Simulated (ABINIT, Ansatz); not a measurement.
# CaGeS3 (Pm-3m): zone-centre phonons

Aim: the zone-centre modes of CaGeS3 (Pm-3m).

Main program and level: ABINIT 10.8.3; DFT PBE, scalar-relativistic, plane waves, SPMS norm-conserving pseudopotentials.

The structure was built from a prototype and need not be the compound's stable phase.

### Step 1. The starting structure

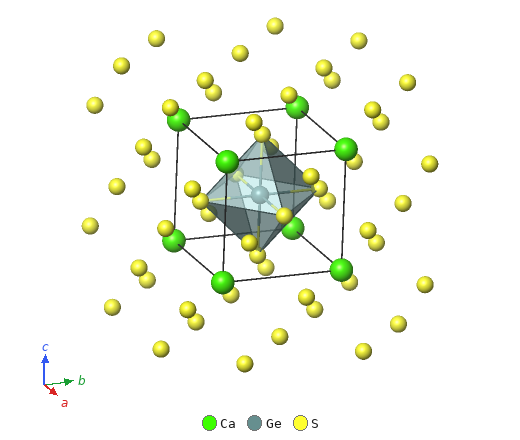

The starting structure, seen slightly off an axis (calcium green, germanium teal, sulfur yellow). Some periodic images of atoms are drawn too.

### Step 2. Relaxation

The harmonic expansion needs vanishing forces, and a free crystal bears no stress, so cell and atoms are brought to rest. Stress is more sensitive to the basis than forces are: the last 3 Ha under the cutoff are smoothed with ecutsm, and the cutoff is raised above that of the later runs.

The starting cell comes from a relaxation made beforehand in Ansatz (PBE, PseudoDojo NC).

relax.abi

```
# relaxation
ionmov 2
optcell 2
dilatmx 1.08
ntime 40
tolmxf 1.0d-05
tolvrs 1.0d-14
prtwf 0
prtden 0
chksymtnons 0

# basis, mesh and filling
ecut 49.0
ecutsm 3.0
ngkpt 6 6 6
nshiftk 1
shiftk 0.0 0.0 0.0
istwfk *1
occopt 3
tsmear 0.01
nband 30
nstep 100
diemac 1000000.0
prtebands 0
prtgsr 0
useylm 1

# cell and atoms
acell 9.027405883 9.027405883 9.027405883
rprim 
    1.0 0.0 0.0
    0.0 1.0 0.0
    0.0 0.0 1.0
ntypat 3
znucl 20 32 16
natom 5
typat 1 2 3 3 3
xred 
    0.0 0.0 0.0
    0.5 0.5 0.5
    0.5 0.5 0.0
    0.5 0.0 0.5
    0.0 0.5 0.5
pp_dirpath "./pseudo"
pseudos "Ca.psp8, Ge.psp8, S.psp8"
```

Started as:

```bash
> OMP_NUM_THREADS=1 mpirun -n 4 abinit relax.abi > relax.log
```

Numbers of over 12 decimals in the logs are rounded to 6 here.

relax.abo, the main output file:

```text
[banners, grids, parts of the stress and lines that vanish by symmetry left out]
- input  file    -> relax.abi
- output file    -> relax.abo
- root for input  files -> relaxi
[...]
Symmetries : space group Pm -3 m (#221); Bravais cP (primitive cubic)
[...]
mpw =       15207          nfft =      262144          nkpt =          20
[...]
== DATASET  1 ==================================================================
[...]
cutoff_energies: {ecut:  49.0, pawecutdg:  -1.0, }
[...]
Exchange-correlation functional for the present dataset will be:
  GGA: Perdew-Burke-Ernzerhof functional - ixc=11
[...]
ETOT  1  -151.93886107142    -1.519E+02 4.554E-01 9.605E+02
 ETOT  2  -152.40249009881    -4.636E-01 1.376E-02 1.975E+02
 ETOT  3  -152.41943619022    -1.695E-02 4.029E-03 2.207E+00
 ETOT  4  -152.41953966989    -1.035E-04 2.174E-03 1.440E-01
 ETOT  5  -152.41954726685    -7.597E-06 5.194E-04 1.691E-02
[...]
At SCF step   13       vres2   =  5.97E-15 < tolvrs=  1.00E-14 =>converged.
[...]
sigma(1 1)= -1.15247212E-05  sigma(3 2)=  0.00000000E+00
  sigma(2 2)= -1.15247212E-05  sigma(3 1)=  0.00000000E+00
  sigma(3 3)= -1.15247212E-05  sigma(2 1)=  0.00000000E+00
[...]
convergence: {deltae: -1.120E-11, res2:  5.974E-15, residm:  6.347E-05, diffor: null, }
etotal    :  -1.52419548E+02
[...]
ETOT  1  -152.41949394272    -1.524E+02 2.797E-05 1.139E+00
[...]
At SCF step   11       vres2   =  1.12E-15 < tolvrs=  1.00E-14 =>converged.
[...]
sigma(1 1)= -9.42785816E-06  sigma(3 2)=  0.00000000E+00
  sigma(2 2)= -9.42785816E-06  sigma(3 1)=  0.00000000E+00
  sigma(3 3)= -9.42785816E-06  sigma(2 1)=  0.00000000E+00
[...]
convergence: {deltae: -6.793E-12, res2:  1.116E-15, residm:  3.267E-07, diffor: null, }
etotal    :  -1.52419556E+02
[...]
ETOT  1  -152.41830858829    -1.524E+02 4.315E-06 2.320E+01
[...]
ETOT 11  -152.41957236466    -1.344E-11 3.719E-08 2.469E-14
 ETOT 12  -152.41957236464     2.169E-11 2.051E-08 1.376E-15
 At SCF step   12       vres2   =  1.38E-15 < tolvrs=  1.00E-14 =>converged.
[...]
sigma(1 1)= -7.91649823E-08  sigma(3 2)=  0.00000000E+00
  sigma(2 2)= -7.91649823E-08  sigma(3 1)=  0.00000000E+00
  sigma(3 3)= -7.91649823E-08  sigma(2 1)=  0.00000000E+00
[...]
convergence: {deltae:  2.169E-11, res2:  1.376E-15, residm:  2.051E-08, diffor: null, }
etotal    :  -1.52419572E+02
[...]
At Broyd/MD step   3, gradients are converged :
[...]
sigma(1 1)= -7.91649823E-08  sigma(3 2)=  0.00000000E+00
  sigma(2 2)= -7.91649823E-08  sigma(3 1)=  0.00000000E+00
  sigma(3 3)= -7.91649823E-08  sigma(2 1)=  0.00000000E+00
[...]
- sigma(1 1)= -2.32911419E-03  sigma(3 2)=  0.00000000E+00
- sigma(2 2)= -2.32911419E-03  sigma(3 1)=  0.00000000E+00
- sigma(3 3)= -2.32911419E-03  sigma(2 1)=  0.00000000E+00
[...]
fcart     -0.0000000000E+00 -0.0000000000E+00 -0.0000000000E+00
           strten     -7.9164982281E-08 -7.9164982282E-08 -7.9164982280E-08
================================================================================

[key lines of the parts left out:]
pressure_GPa:   2.3291E-03
Total energy (etotal) [Ha]= -1.52419572364637E+02
```

Run time: 4.4 min. Hardware: 4 MPI ranks of Arm Neoverse V1, shared host.

The steps of the relaxation:

```csv
step,energy less that of the first step (eV),largest force (eV/Å),volume (Å³)
1,0.0000,0.0000,109.02
2,-0.0002,0.0000,109.13
3,-0.0007,0.0000,109.64
```

```csv
"conventional cell, symmetrised",before,after,change
a (Å),4.777,4.786,+0.2 %
b (Å),4.777,4.786,+0.2 %
c (Å),4.777,4.786,+0.2 %
volume (Å³/atom),21.80,21.93,+0.6 %
```

The relaxed structure:

```xyz
5
Lattice="4.7862 0.0000 0.0000 0.0000 4.7862 0.0000 0.0000 0.0000 4.7862" Properties=species:S:1:pos:R:3 pbc="T T T"
Ca    0.0000    0.0000    0.0000
Ge    2.3931    2.3931    2.3931
S     2.3931    2.3931    0.0000
S     2.3931    0.0000    2.3931
S     0.0000    2.3931    2.3931
```

Read from the output:

```yaml
volume_per_atom: 21.93 Å³
pressure: 0.002329 GPa
gap_on_the_k_mesh: 0 eV
```

The volume changes by +0.6 % from the cell with which this run began.

### Step 3. Ground state

First-order wavefunctions inherit every error of the ground state, hence the very tight tolvrs. Occupations are smeared.

gs.abi

```
# ground state
tolvrs 1.0d-16
prtden 1
prtwf 1

# basis, mesh and filling
ecut 40.0
ngkpt 6 6 6
nshiftk 1
shiftk 0.0 0.0 0.0
istwfk *1
occopt 3
tsmear 0.01
nband 30
nstep 100
diemac 1000000.0
prtebands 0
prtgsr 0
useylm 1

# cell and atoms
acell 9.044640665 9.044640665 9.044640665
rprim 
    1.0 0.0 0.0
    0.0 1.0 0.0
    0.0 0.0 1.0
ntypat 3
znucl 20 32 16
natom 5
typat 1 2 3 3 3
xred 
    0.0 0.0 0.0
    0.5 0.5 0.5
    0.5 0.5 0.0
    0.5 0.0 0.5
    0.0 0.5 0.5
pp_dirpath "./pseudo"
pseudos "Ca.psp8, Ge.psp8, S.psp8"
```

Started as:

```bash
> OMP_NUM_THREADS=1 mpirun -n 4 abinit gs.abi > gs.log
```

gs.abo, the main output file:

```text
[banners, grids, parts of the stress and lines that vanish by symmetry left out]
- input  file    -> gs.abi
- output file    -> gs.abo
- root for input  files -> gsi
[...]
Symmetries : space group Pm -3 m (#221); Bravais cP (primitive cubic)
[...]
mpw =        9008          nfft =      157464          nkpt =          20
[...]
== DATASET  1 ==================================================================
[...]
cutoff_energies: {ecut:  40.0, pawecutdg:  -1.0, }
[...]
Exchange-correlation functional for the present dataset will be:
  GGA: Perdew-Burke-Ernzerhof functional - ixc=11
[...]
ETOT  1  -152.09186604715    -1.521E+02 2.675E-01 4.832E+02
 ETOT  2  -152.40525562454    -3.134E-01 7.138E-03 9.216E+01
 ETOT  3  -152.41946461309    -1.421E-02 2.720E-03 9.519E-01
 ETOT  4  -152.41953955434    -7.494E-05 2.501E-03 1.422E-01
 ETOT  5  -152.41954851172    -8.957E-06 1.074E-03 9.550E-03
[...]
ETOT 13  -152.41954914979     4.462E-12 1.166E-04 7.128E-16
 ETOT 14  -152.41954914979     1.222E-12 7.757E-05 1.337E-17
 At SCF step   14       vres2   =  1.34E-17 < tolvrs=  1.00E-16 =>converged.
[...]
sigma(1 1)= -4.55321259E-08  sigma(3 2)=  0.00000000E+00
  sigma(2 2)= -4.55321259E-08  sigma(3 1)=  0.00000000E+00
  sigma(3 3)= -4.55321259E-08  sigma(2 1)=  0.00000000E+00
[...]
convergence: {deltae:  1.222E-12, res2:  1.337E-17, residm:  7.757E-05, diffor: null, }
etotal    :  -1.52419549E+02
[...]
sigma(1 1)= -4.55321259E-08  sigma(3 2)=  0.00000000E+00
  sigma(2 2)= -4.55321259E-08  sigma(3 1)=  0.00000000E+00
  sigma(3 3)= -4.55321259E-08  sigma(2 1)=  0.00000000E+00
[...]
- sigma(1 1)= -1.33960139E-03  sigma(3 2)=  0.00000000E+00
- sigma(2 2)= -1.33960139E-03  sigma(3 1)=  0.00000000E+00
- sigma(3 3)= -1.33960139E-03  sigma(2 1)=  0.00000000E+00
[...]
fcart     -0.0000000000E+00 -0.0000000000E+00 -0.0000000000E+00
           strten     -4.5532125923E-08 -4.5532125923E-08 -4.5532125924E-08
================================================================================

[key lines of the parts left out:]
pressure_GPa:   1.3396E-03
```

The job ended after 72 s (4 MPI ranks).

Numbers from this step:

- pressure: 0.001340 GPa

The cell stands at 0.0013 GPa, close enough for phonons.

[end of part 1 of 5]

[Host names and launcher messages were left out of these logs when they were recorded.]

[Logs are printed without paths, hosts, clocks, repeated set-up lines and the standing remarks that a program may print on its own settings, such as how far it seeks lower states.]

[Hosts, paths, dates, database ids (printed as entryN), source tags and the programs' standing remarks are cut or masked in the printed files.]
